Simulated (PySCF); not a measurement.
# C₆H₁₀Si: a tour of settings

Which settings matter for C₆H₁₀Si (`C=C[SiH](C=C)C=C`), and how do bad ones show?

Computed with PySCF 2.14.0, with density-fitted response routines of our own, on a single molecule, in the gas phase or a continuum. Atoms count from 0, in the outputs and in this text.

## (1) Starting geometry

17 atoms, charge 0, multiplicity 1; geometry from: GFN2-xTB.

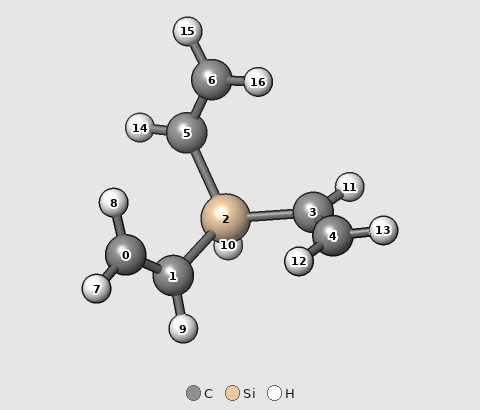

The starting geometry (carbon grey, silicon light orange, hydrogen white), atoms numbered.

## (2) Shielding tensors: PBE0/pcSseg-1

The job: settings as JSON, then the geometry in Å.

```
{"job": {"kind": "nmr", "xc": "PBE0", "basis": "pcSseg-1"}, "charge": 0, "multiplicity": 1}
C     -0.866358    -2.229181     0.804970
C     -0.038631    -1.787738    -0.129050
Si     0.018152    -0.005614    -0.751151
C      1.558893     0.871386    -0.101514
C      2.378313     0.390577     0.819833
C     -1.518725     0.907798    -0.143305
C     -1.519526     1.847875     0.788479
H     -0.875189    -3.254988     1.143724
H     -1.582735    -1.574209     1.275785
H      0.660548    -2.488676    -0.570418
H      0.040412    -0.005942    -2.226593
H      1.770614     1.851689    -0.513053
H      2.219368    -0.577668     1.267347
H      3.242746     0.933631     1.172976
H     -2.466631     0.621458    -0.584402
H     -2.421458     2.339527     1.122711
H     -0.606790     2.172105     1.263212
```

With the program's defaults for keys left out, this is: GIAO PBE0/pcSseg-1 NMR shielding, non-relativistic, gas phase.

Launch:

```
$ OMP_NUM_THREADS=1 python probes_run.py task.json out
```

The driver reads the jobs from task.json and runs them one after another.

The log of the run:

```text
coarse grid: 14344 points
cycle   1  E = -523.5252995874  dE =  5.658e-01  |g| = 4.644e-01  |ddm| = 3.667e+00
cycle   2  E = -523.5191989709  dE =  6.101e-03  |g| = 4.922e-01  |ddm| = 8.158e-01
cycle   3  E = -523.5833458691  dE = -6.415e-02  |g| = 4.350e-02  |ddm| = 4.655e-01
cycle   4  E = -523.5834951987  dE = -1.493e-04  |g| = 3.647e-02  |ddm| = 5.664e-02
cycle   5  E = -523.5838401168  dE = -3.449e-04  |g| = 4.424e-03  |ddm| = 3.209e-02
cycle   6  E = -523.5838468118  dE = -6.695e-06  |g| = 4.253e-04  |ddm| = 6.988e-03
final grid: 132896 points
cycle   7  E = -523.6264166519  dE = -2.912e-05  |g| = 7.649e-03  |ddm| = 2.396e-02
cycle   8  E = -523.6264150973  dE =  1.555e-06  |g| = 8.054e-03  |ddm| = 1.341e-02
cycle   9  E = -523.6264323917  dE = -1.729e-05  |g| = 3.908e-04  |ddm| = 7.094e-03
cycle  10  E = -523.6264324182  dE = -2.646e-08  |g| = 2.170e-04  |ddm| = 6.446e-04
cycle  11  E = -523.6264324302  dE = -1.200e-08  |g| = 6.085e-05  |ddm| = 2.181e-04
cycle  12  E = -523.6264324311  dE = -9.038e-10  |g| = 8.995e-06  |ddm| = 5.231e-05
converged SCF energy = -523.6264324311

GIAO shielding tensors (ppm)
atom      isotropic    diamagn.    paramagn.     s11        s22        s33       span
  0 C       41.057     254.889    -213.832    -86.129     41.389    167.912    254.041
  1 C       46.735     262.922    -216.187    -69.851     32.093    177.962    247.813
  2 Si     384.734     883.577    -498.843    356.452    398.283    399.468     43.016
  3 C       46.250     263.033    -216.783    -70.358     32.102    177.004    247.362
  4 C       41.591     254.701    -213.110    -85.580     42.491    167.863    253.444
  5 C       46.141     263.048    -216.906    -70.311     31.394    177.342    247.654
  6 C       41.516     254.809    -213.294    -85.767     42.459    167.855    253.623
  7 H       25.091      29.078      -3.987     22.072     24.760     28.441      6.369
  8 H       25.540      33.426      -7.886     22.278     24.328     30.013      7.735
  9 H       25.184      31.662      -6.478     23.218     25.306     27.029      3.810
 10 H       26.656      30.041      -3.385     24.278     24.324     31.366      7.089
 11 H       25.192      31.774      -6.582     23.090     25.317     27.168      4.079
 12 H       25.561      33.283      -7.722     22.284     24.390     30.008      7.724
 13 H       25.119      29.052      -3.933     22.054     24.762     28.539      6.485
 14 H       25.203      31.778      -6.575     23.141     25.341     27.127      3.986
 15 H       25.108      29.103      -3.995     22.056     24.765     28.503      6.447
 16 H       25.557      33.386      -7.829     22.298     24.367     30.006      7.707
```

Run time: 32 s. Hardware: 1 thread of Intel Xeon Platinum 8259CL at 2.50GHz, shared host; peak memory 0.8 GiB.

The references, computed at this level on geometries of the same kind, shield at (ppm): ¹H TMS 31.72, ¹³C TMS 186.9, ²⁹Si TMS 349.2. Their shielding less the atom's gives the shift. The references are single molecules in the gas phase. Atoms listed in one row are averaged.

| atoms | environment | σ (ppm) | δ (ppm) | δ scaled to CDCl3 |
| --- | --- | --- | --- | --- |
| C0, C4, C6 | terminal =CH2 carbon | 41.4 | 145.5 | 140.1 |
| C1, C3, C5 | alkene CH | 46.4 | 140.5 | 135.3 |
| H7, H13, H15 | hydrogen on a terminal =CH2 carbon | 25.11 | 6.61 | 6.34 |
| H9, H11, H14 | hydrogen on an alkene CH | 25.19 | 6.52 | 6.26 |
| H8, H12, H16 | hydrogen on a terminal =CH2 carbon | 25.55 | 6.16 | 5.92 |
| H10 | hydrogen on a silicon bonded to 3 C | 26.66 | 5.06 | – |
| Si2 | silicon bonded to 3 C, H | 384.7 | -35.6 | – |

The scaled column applies a straight-line fit of computed shieldings to shifts measured in CDCl3 (root-mean-square error 0.16 ppm for H, 1.9 ppm for C).

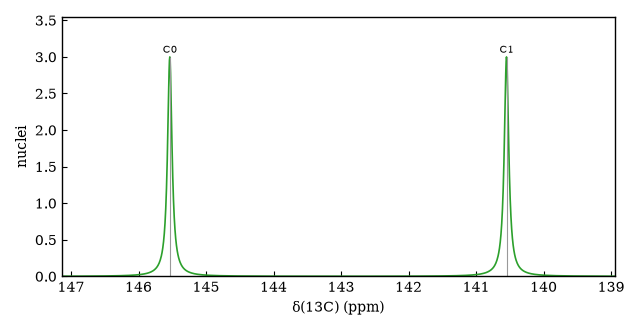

¹³C lines at the computed shifts, without couplings. Lines are broadened to a width of 0.08 ppm (Lorentzian).

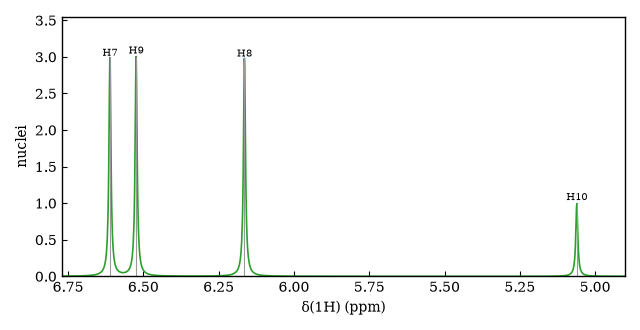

¹H lines at the computed shifts, without couplings. Lines are broadened to a width of 0.01 ppm (Lorentzian).

The run also stored atomic charges by several schemes (e):

```csv
atoms,Mulliken,IAO,Hirshfeld,ESP fit
"C0, C4, C6",-0.15,-0.27,-0.08,-0.31
"C1, C3, C5",-0.51,-0.43,-0.14,-0.27
Si2,0.98,0.90,0.36,0.47
```

Mulliken charges:

C0 -0.15; C1 -0.51; Si2 0.98; C3 -0.51; C4 -0.15; C5 -0.51; C6 -0.15; H7 0.12; H8 0.12; H9 0.13; H10 -0.10; H11 0.13; H12 0.12; H13 0.12; H14 0.13; H15 0.12; H16 0.12

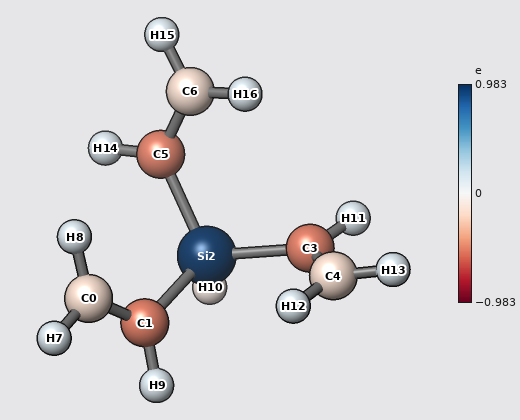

Mulliken charges, as colours on the atoms.

Mayer bond orders: C0–C1 1.99, C1–Si2 0.88, Si2–C3 0.88, C3–C4 1.99, Si2–C5 0.88, C5–C6 1.99.

## (3) Excited states and response: PBE0/def2-SVPD

The job, as its differences from that of step 2:

```diff
@@ -1,2 +1,2 @@
-{"job": {"kind": "nmr", "xc": "PBE0", "basis": "pcSseg-1"}, "charge": 0, "multiplicity": 1}
+{"job": {"kind": "uv", "xc": "PBE0", "basis": "def2-SVPD", "nstates": 6, "ntriplets": 2}, "charge": 0, "multiplicity": 1}
 C     -0.866358    -2.229181     0.804970
```

With the program's defaults for keys left out, this is: TDDFT PBE0/def2-SVPD, vertical, gas phase, core orbitals frozen in the response.

The log of the run:

```text
coarse grid: 14344 points
cycle   1  E = -523.2882358705  dE =  5.105e-01  |g| = 4.411e-01  |ddm| = 6.099e+00
cycle   2  E = -523.2802180883  dE =  8.018e-03  |g| = 4.731e-01  |ddm| = 1.623e+00
cycle   3  E = -523.3426039522  dE = -6.239e-02  |g| = 4.833e-02  |ddm| = 8.078e-01
cycle   4  E = -523.3428585241  dE = -2.546e-04  |g| = 3.807e-02  |ddm| = 1.142e-01
cycle   5  E = -523.3432428607  dE = -3.843e-04  |g| = 5.267e-03  |ddm| = 5.436e-02
cycle   6  E = -523.3432523339  dE = -9.473e-06  |g| = 5.673e-04  |ddm| = 1.542e-02
final grid: 132896 points
cycle   7  E = -523.4158620995  dE = -3.083e-05  |g| = 7.272e-03  |ddm| = 1.391e-01
cycle   8  E = -523.4158601410  dE =  1.958e-06  |g| = 7.789e-03  |ddm| = 2.814e-02
cycle   9  E = -523.4158771158  dE = -1.697e-05  |g| = 3.363e-04  |ddm| = 1.195e-02
cycle  10  E = -523.4158771450  dE = -2.924e-08  |g| = 1.689e-04  |ddm| = 1.184e-03
cycle  11  E = -523.4158771518  dE = -6.754e-09  |g| = 7.027e-05  |ddm| = 3.521e-04
cycle  12  E = -523.4158771531  dE = -1.316e-09  |g| = 9.618e-06  |ddm| = 1.432e-04
cycle  13  E = -523.4158771531  dE = -2.115e-11  |g| = 3.690e-06  |ddm| = 2.425e-05
converged SCF energy = -523.4158771531

Static polarisability (au): isotropic 97.373, principal 90.134 100.866 101.119

Singlet excitations
state   eV       nm        f      main configurations
  1   6.3213    196.1   0.00252   H-2->L 0.39, H->L 0.17, H-1->L+1 0.17
  2   6.3377    195.6   0.00444   H->L 0.28, H-1->L+1 0.19, H-1->L+2 0.09
  3   6.3513    195.2   0.00363   H->L+1 0.29, H-1->L+2 0.17, H-1->L+1 0.16
  4   6.5038    190.6   0.00484   H-1->L 0.40, H->L 0.16, H-1->L+2 0.14
  5   6.5161    190.3   0.01081   H->L+1 0.30, H-2->L+2 0.27, H-1->L+1 0.14
  6   6.5348    189.7   0.00295   H->L+2 0.55, H-2->L+1 0.34

Triplet excitations (Tamm-Dancoff, eV): 4.3107 4.3291
```

Run time: 45 s. Hardware: 1 thread of Intel Xeon Platinum 8259CL at 2.50GHz, shared host; peak memory 0.91 GiB.

Frontier orbitals and where they lie:

```csv
orbital,eV,atoms
HOMO−3,-8.65,"C5 18 %, C1 16 %, Si2 15 %"
HOMO−2,-7.96,"C5 21 %, C6 20 %, C1 16 %"
HOMO−1,-7.94,"C3 23 %, C4 21 %, C1 14 %"
HOMO,-7.82,"C5 14 %, C6 14 %, C1 12 %"
LUMO,-0.36,"C0 25 %, C1 22 %, C4 13 %"
LUMO+1,-0.33,"C6 25 %, C5 22 %, C4 10 %"
LUMO+2,-0.26,"C4 15 %, C3 14 %, C6 12 %"
```

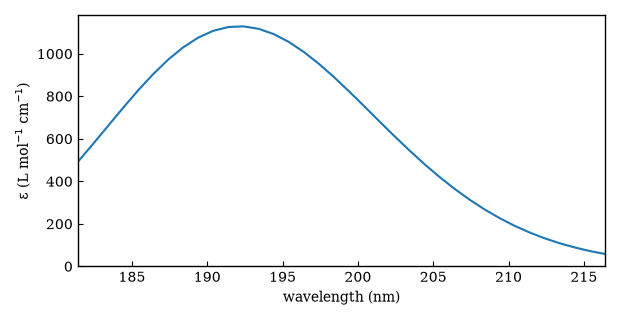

Absorption spectrum: each of the 6 states is a Gaussian band of 0.4 eV half-width at 1/e. Beyond the last state computed it falls off for lack of states.

Ground-state properties from the same run:

```
           property  computed
  dipole moment (D)      0.65
polarisability (Å³)     14.43
 HOMO–LUMO gap (eV)      7.46
      −ε(HOMO) (eV)      7.82
```

## (4) TDDFT and polarisability: OPBE/6-311+G(2d,p) in acetone

The job, as its differences from that of step 3:

```diff
@@ -1,2 +1,2 @@
-{"job": {"kind": "uv", "xc": "PBE0", "basis": "def2-SVPD", "nstates": 6, "ntriplets": 2}, "charge": 0, "multiplicity": 1}
+{"job": {"kind": "uv", "xc": "OPBE", "basis": "6-311+G(2d,p)", "solvent": "acetone", "nstates": 12, "ntriplets": 2, "tda": false, "scf": {"conv": 1e-07, "aux": "def2-qzvpp-jkfit"}}, "charge": 0, "multiplicity": 1}
 C     -0.866358    -2.229181     0.804970
```

Method: TDDFT OPBE/6-311+G(2d,p), vertical, IEF-PCM acetone (non-equilibrium linear response), core orbitals frozen in the response.

The log of the run:

```text
final grid: 132896 points
cycle   1  E = -523.9019174838  dE =  3.981e-01  |g| = 6.111e-01  |ddm| = 3.677e+00
cycle   2  E = -523.8022099735  dE =  9.971e-02  |g| = 8.448e-01  |ddm| = 1.434e+00
cycle   3  E = -524.0052233433  dE = -2.030e-01  |g| = 8.510e-02  |ddm| = 9.282e-01
cycle   4  E = -524.0056307003  dE = -4.074e-04  |g| = 7.708e-02  |ddm| = 1.210e-01
cycle   5  E = -524.0072650661  dE = -1.634e-03  |g| = 1.000e-02  |ddm| = 6.387e-02
cycle   6  E = -524.0072999337  dE = -3.487e-05  |g| = 1.065e-03  |ddm| = 1.355e-02
cycle   7  E = -524.0073002035  dE = -2.697e-07  |g| = 2.659e-04  |ddm| = 2.538e-03
cycle   8  E = -524.0073002098  dE = -6.368e-09  |g| = 2.292e-04  |ddm| = 5.231e-04
converged SCF energy = -524.0073002098

Static polarisability (au): isotropic 133.495, principal 128.797 135.730 135.957

Singlet excitations
state   eV       nm        f      main configurations
  1   5.4304    228.3   0.00309   H->L 0.67, H-1->L+2 0.17
  2   5.4515    227.4   0.00238   H->L+1 0.55, H-1->L 0.15, H-2->L+2 0.14
  3   5.4713    226.6   0.00138   H->L+2 0.26, H-2->L+1 0.22, H-1->L+1 0.17
  4   5.5218    224.5   0.00242   H->L+2 0.34, H-2->L 0.34, H-1->L+1 0.26
  5   5.5543    223.2   0.00004   H-1->L+2 0.39, H-1->L+1 0.31, H-2->L 0.16
  6   5.5693    222.6   0.00008   H-2->L+2 0.44, H-2->L+1 0.23, H-1->L 0.19
  7   5.9166    209.6   0.01405   H-4->L 0.27, H-3->L 0.18, H-3->L+1 0.16
  8   5.9609    208.0   0.12277   H-3->L+2 0.19, H-3->L+1 0.17, H-1->L+2 0.14
  9   5.9756    207.5   0.12213   H-4->L+1 0.19, H-2->L+2 0.13, H-4->L+2 0.12
 10   6.1231    202.5   0.01277   H-3->L 0.54, H-3->L+2 0.29
 11   6.1452    201.8   0.01297   H-4->L+2 0.50, H-3->L+1 0.28, H-4->L 0.09
 12   6.1558    201.4   0.00994   H-4->L+1 0.57, H-3->L+2 0.12, H-4->L 0.10

Triplet excitations (Tamm-Dancoff, eV): 4.4180 4.4460
```

Wall time 53 s (1 thread of Intel Xeon Platinum 8259CL at 2.50GHz, shared host); peak memory 0.86 GiB.

This run: HOMO -6.64 eV, LUMO -1.26 eV; lowest singlet 5.43 eV.

## (5) Excited states and response: PBE0/cc-pCVDZ

The job: settings as JSON, then the geometry in Å.

```
{"job": {"kind": "uv", "xc": "PBE0", "basis": "cc-pCVDZ", "nstates": 1, "ntriplets": 5, "tda": true, "scf": {"max_cycle": 83}}, "charge": 0, "multiplicity": 1}
C     -0.693086    -1.783345     0.643976
C     -0.030905    -1.430190    -0.103240
Si     0.014522    -0.004491    -0.600921
C      1.247114     0.697109    -0.081211
C      1.902650     0.312462     0.655866
C     -1.214980     0.726238    -0.114644
C     -1.215621     1.478300     0.630783
H     -0.700151    -2.603990     0.914979
H     -1.266188    -1.259367     1.020628
H      0.528438    -1.990941    -0.456334
H      0.032330    -0.004754    -1.781274
H      1.416491     1.481351    -0.410442
H      1.775494    -0.462134     1.013878
H      2.594197     0.746905     0.938381
H     -1.973305     0.497166    -0.467522
H     -1.937166     1.871622     0.898169
H     -0.485432     1.737684     1.010570
```

With the program's defaults for keys left out, this is: PBE0/cc-pCVDZ.

The log of the run:

```text
KeyError: 'Element h (Z=1) not found in basis cc-pCVDZ version 0'
```

It took 0.04 s on 1 thread of Intel Xeon Platinum 8259CL at 2.50GHz, shared host.

Diagnosis: The basis cc-pCVDZ has no functions for an element of the molecule, so the input was refused before any integral. Besides, the coordinates were scaled in this input. Cure: choose a basis that covers all elements, and undo the other change.

## (6) NMR shieldings: OLYP/pcSseg-1

The job: settings as JSON, then the geometry in Å.

```
{"job": {"kind": "nmr", "xc": "OLYP", "basis": "pcSseg-1", "pop": true}, "charge": 0, "multiplicity": 1}
C     -0.866358    -2.229181     0.804970
C     -0.038631    -1.787738    -0.129050
Si     0.018152    -0.005614    -0.751151
C      1.558893     0.871386    -0.101514
C      2.378313     0.390577     0.819833
C     -1.518725     0.907798    -0.143305
C     -1.519526     1.847875     0.788479
H     -0.875189    -3.254988     1.143724
H     -1.582735    -1.574209     1.275785
H      0.660548    -2.488676    -0.570418
H      0.040412    -0.005942    -2.226593
H      1.770614     1.851689    -0.513053
H      2.219368    -0.577668     1.267347
H      3.242746     0.933631     1.172976
H     -2.466631     0.621458    -0.584402
H     -2.421458     2.339527     1.122711
H     -0.606790     2.172105     1.263212
```

Method: GIAO OLYP/pcSseg-1 NMR shielding, non-relativistic, gas phase.

The log of the run:

```text
coarse grid: 14344 points
cycle   1  E = -523.7825815935  dE =  4.296e-01  |g| = 6.520e-01  |ddm| = 3.761e+00
cycle   2  E = -523.6490293883  dE =  1.336e-01  |g| = 9.465e-01  |ddm| = 1.683e+00
cycle   3  E = -523.9019208248  dE = -2.529e-01  |g| = 9.982e-02  |ddm| = 1.132e+00
cycle   4  E = -523.9036219189  dE = -1.701e-03  |g| = 6.410e-02  |ddm| = 1.234e-01
cycle   5  E = -523.9047385816  dE = -1.117e-03  |g| = 1.336e-02  |ddm| = 6.838e-02
cycle   6  E = -523.9048017870  dE = -6.321e-05  |g| = 1.528e-03  |ddm| = 2.051e-02
cycle   7  E = -523.9048023993  dE = -6.124e-07  |g| = 5.494e-04  |ddm| = 2.351e-03
final grid: 132896 points
cycle   8  E = -523.9370433854  dE = -7.958e-05  |g| = 1.154e-02  |ddm| = 4.059e-02
cycle   9  E = -523.9370184066  dE =  2.498e-05  |g| = 1.403e-02  |ddm| = 2.586e-02
cycle  10  E = -523.9370716965  dE = -5.329e-05  |g| = 2.531e-03  |ddm| = 1.639e-02
cycle  11  E = -523.9370725060  dE = -8.095e-07  |g| = 1.591e-03  |ddm| = 2.915e-03
cycle  12  E = -523.9370732039  dE = -6.980e-07  |g| = 1.446e-04  |ddm| = 1.292e-03
cycle  13  E = -523.9370732098  dE = -5.875e-09  |g| = 6.169e-05  |ddm| = 2.713e-04
cycle  14  E = -523.9370732107  dE = -8.365e-10  |g| = 3.625e-05  |ddm| = 8.006e-05
cycle  15  E = -523.9370732110  dE = -3.527e-10  |g| = 3.239e-06  |ddm| = 2.764e-05
converged SCF energy = -523.9370732110

GIAO shielding tensors (ppm)
atom      isotropic    diamagn.    paramagn.     s11        s22        s33       span
  0 C       46.335     253.700    -207.364    -70.210     45.894    163.322    233.532
  1 C       49.431     261.040    -211.609    -58.539     35.101    171.733    230.272
  2 Si     383.417     884.563    -501.147    355.287    396.853    398.110     42.823
  3 C       48.918     261.171    -212.253    -59.096     35.078    170.772    229.868
  4 C       46.852     253.535    -206.683    -69.661     46.971    163.246    232.907
  5 C       48.862     261.168    -212.306    -58.994     34.463    171.118    230.112
  6 C       46.758     253.635    -206.877    -69.868     46.897    163.244    233.112
  7 H       25.205      29.197      -3.992     22.281     25.024     28.310      6.028
  8 H       25.684      33.711      -8.028     22.584     24.590     29.878      7.294
  9 H       25.253      31.764      -6.511     23.149     25.534     27.076      3.927
 10 H       26.717      30.177      -3.460     24.477     24.522     31.152      6.674
 11 H       25.257      31.873      -6.616     23.023     25.534     27.214      4.191
 12 H       25.706      33.583      -7.878     22.596     24.652     29.869      7.273
 13 H       25.233      29.178      -3.945     22.267     25.021     28.409      6.142
 14 H       25.271      31.874      -6.603     23.075     25.562     27.175      4.100
 15 H       25.222      29.227      -4.006     22.267     25.027     28.372      6.105
 16 H       25.702      33.676      -7.974     22.606     24.629     29.870      7.264
```

Wall time 53 s (1 thread of Intel Xeon Platinum 8259CL at 2.50GHz, shared host); peak memory 0.65 GiB.

Key values: δ C0 136.7, C1 134.2, Si2 -38.8, H7 6.52, H9 6.48 ppm (means over like atoms).

## (7) Comparing the runs: NMR shifts

Shifts (ppm), means over like atoms, with basis size and wall time:

```
          run     C0     C1    H7    H9    H8   H10    Si2  functions  time
PBE0/pcSseg-1  145.5  140.5  6.61  6.52  6.16  5.06  -35.6        176  32 s
OLYP/pcSseg-1  136.7  134.2  6.52  6.48  6.05  5.02  -38.8        176  53 s
```

## (8) Comparing the runs: electronic excitations

Excitations and ground-state properties, with basis size and wall time:

```
                          run  lowest singlet (eV)  brightest (eV)      f  gap (eV)  α (Å³)  μ (D)  functions  time
               PBE0/def2-SVPD                 6.32            6.52  0.011      7.46   14.43   0.65        224  45 s
OPBE/6-311+G(2d,p) in acetone                 5.43            5.96  0.123      5.38   19.78   0.85        257  53 s
```

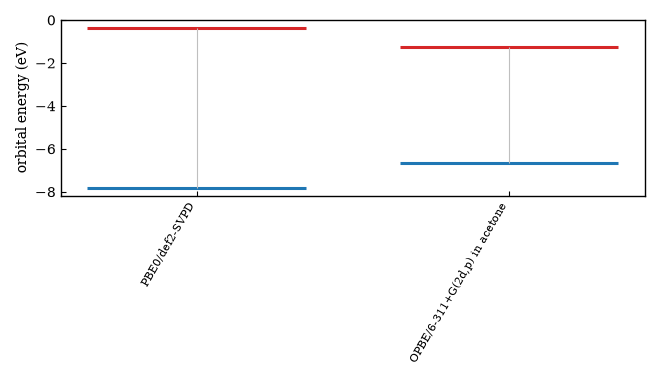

HOMO (blue) and LUMO (red) run by run.

## (9) Outcome

| quantity | value |
| --- | --- |
| ¹³C shifts against TMS (PBE0/pcSseg-1, means over atoms taken as alike) | 145.5, 140.5 ppm |
| ¹H shifts against TMS (PBE0/pcSseg-1, means over atoms taken as alike) | 6.61, 6.52, 6.16, 5.06 ppm |
| ²⁹Si shifts against TMS (PBE0/pcSseg-1) | -35.6 ppm |
| lowest singlet (PBE0/def2-SVPD) | 6.32 eV (196 nm), f = 0.003 |
| brightest single state of those computed | state 5, 6.52 eV, f = 0.011 |
| lowest triplet | 4.31 eV |
| range of the shift of C0 (with its like atoms) | 136.7 to 145.5 ppm |
| range of the lowest singlet | 5.43 to 6.32 eV |
| property runs in this session | 5, of which 1 failed and 0 gave unsound results |

Single values in the summary come from the first sound run of each kind (PBE0/pcSseg-1; PBE0/def2-SVPD), which need not be the best level. The most deshielded carbon is C0, C4, C6 (mean) (terminal =CH2 carbon), at 145.5 ppm: as expected for a trigonal carbon in a double bond. The first singlet state (HOMO−2→LUMO 0.39, HOMO→LUMO 0.17) lies at 6.32 eV and is weak; of the 6 states computed, the strongest absorption comes from states 4 to 6 together at 6.52 eV (the last computed, so partners may be missing). The lowest triplet lies 2.01 eV below the lowest singlet (triplets in Tamm-Dancoff, singlets in full TDDFT). Across the 2 runs the shift of C0 (with its like atoms) moves most, between 136.7 (OLYP/pcSseg-1) and 145.5 ppm (PBE0/pcSseg-1). Part of that comes from the computed reference. The lowest singlet runs from 5.43 eV (OPBE/6-311+G(2d,p) in acetone) to 6.32 eV (PBE0/def2-SVPD), while the orbital gap spans 5.38 to 7.46 eV. The lowest state need not be the same one in every run. The runs solved for a few states only, so the brightest column depends on that window.
